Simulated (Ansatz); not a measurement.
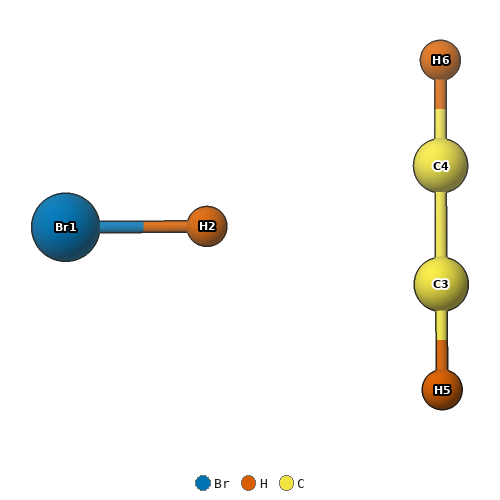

The system is the pair BrH···C₂H₂; the picture shows the reference structure. Coordinates scanned: (1) separation of C3 and Br1 along their line in the relaxed pair; (2) sideways slip of Br1, H2. Nothing is relaxed (both partners rigid). The scan uses an 11 × 11 grid. Points are written as (first, second). All energies are given in kJ/mol relative to the two partners far apart, frozen as in the relaxed pair, each in its own basis (no counterpoise correction). All numbers below come from Ansatz 0.2.0, RKS r2SCAN0-D4/def2-SVPD.

Its coordinates:

```xyz
6

Br    0.0380   -0.3080   -2.7494
H     0.0183   -0.1491   -1.3313
C    -0.5647    0.3557    0.9835
C     0.5367   -0.1275    1.0531
H    -1.5436    0.7855    0.9254
H     1.5154   -0.5565    1.1186
```

Range: separation of C3 and Br1 along their line in the relaxed pair from 3.225 to 4.625 Å; sideways slip of Br1, H2 from −1.5 to 1.5 Å.

Q: What will the energy surface look like?

A: The lowest grid point is at (3.910 Å, 0.0 Å), −13.9 kJ/mol from the two partners far apart, frozen as in the relaxed pair, each in its own basis (no counterpoise correction). It is the only kind of minimum in the scanned range. The highest grid point, (3.225 Å, 1.5 Å), lies 50.9 kJ/mol above the lowest. Round the minimum the valley is somewhat tilted: raising the first coordinate shifts the best value of sideways slip of Br1, H2 upwards (coupling k₁₂/√(k₁₁k₂₂) about −0.2).

| second ↓, first → | 3.225 | 3.281 | 3.372 | 3.484 | 3.613 | 3.755 | 3.910 | 4.075 | 4.249 | 4.433 | 4.625 |
| --- | --- | --- | --- | --- | --- | --- | --- | --- | --- | --- | --- |
| 1.5 | 37.0 | 29.1 | 18.9 | 10.0 | 3.4 | −1.0 | −3.6 | −4.8 | −5.2 | −4.9 | −4.4 |
| 1.2 | 32.7 | 24.8 | 14.8 | 6.1 | −0.3 | −4.3 | −6.5 | −7.3 | −7.2 | −6.6 | −5.7 |
| 0.9 | 26.2 | 18.7 | 9.3 | 1.4 | −4.3 | −7.8 | −9.4 | −9.7 | −9.1 | −8.1 | −6.9 |
| 0.6 | 18.5 | 11.7 | 3.4 | −3.5 | −8.2 | −10.9 | −11.8 | −11.6 | −10.6 | −9.3 | −7.8 |
| 0.3 | 11.1 | 5.2 | −1.8 | −7.5 | −11.1 | −13.0 | −13.4 | −12.8 | −11.5 | −9.9 | −8.3 |
| 0.0 | 5.7 | 0.8 | −5.0 | −9.6 | −12.5 | −13.8 | −13.9 | −13.0 | −11.6 | −10.0 | −8.4 |
| −0.3 | 2.8 | −1.2 | −6.1 | −9.9 | −12.3 | −13.4 | −13.3 | −12.4 | −11.0 | −9.5 | −8.0 |
| −0.6 | 1.6 | −1.7 | −5.8 | −9.0 | −11.0 | −11.9 | −11.8 | −11.0 | −9.8 | −8.5 | −7.2 |
| −0.9 | 1.0 | −1.6 | −4.8 | −7.4 | −9.1 | −9.8 | −9.8 | −9.2 | −8.3 | −7.2 | −6.2 |
| −1.2 | 0.9 | −1.1 | −3.6 | −5.6 | −7.0 | −7.6 | −7.6 | −7.2 | −6.6 | −5.8 | −5.1 |
| −1.5 | 1.0 | −0.4 | −2.3 | −3.8 | −4.9 | −5.5 | −5.6 | −5.4 | −5.0 | −4.5 | −4.0 |

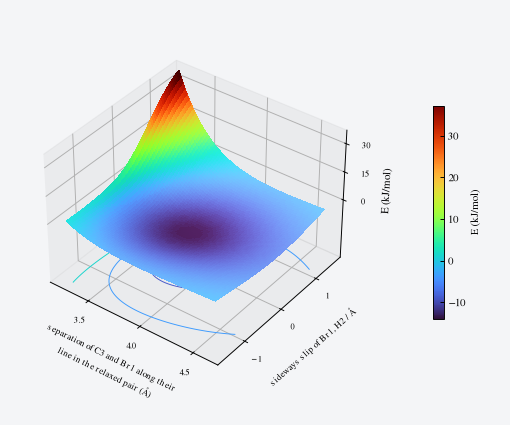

The picture shows a relief with its contours projected below. Between grid points the surface is interpolated.

Time for the 121 points that were run: 15 min on 1 thread of Arm Neoverse V1, on a shared host.
